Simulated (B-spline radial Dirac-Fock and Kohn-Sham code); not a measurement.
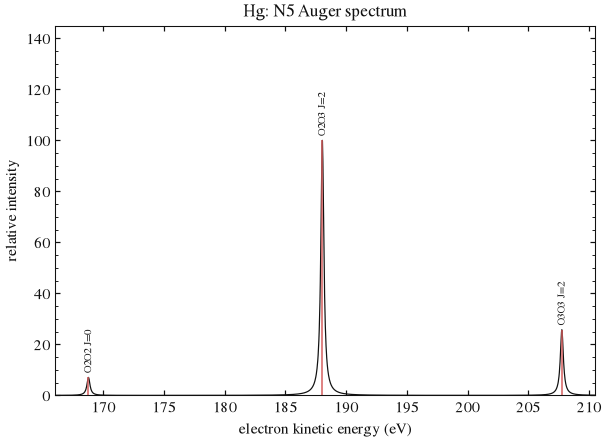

The Auger multiplet of an N5 hole with both final holes in O23, lines labelled by the leading pair of holes and J, broadened by 0.30 eV full width. Kinetic energies count from the vacuum level; very weak lines are left out. Lines are named by their largest jj component, which in light atoms can differ from the customary names. System: neutral Hg, configuration [Xe] 4f14 5d10 6s2. Method: Dirac–Fock ΔSCF energies in intermediate coupling of the two holes, Coulomb rates, valence shells as spectators (computed with a radial B-spline solver).

Which line is strongest?

N5-O2O3 J=2 at 188.0 eV, 75 % of the multiplet.
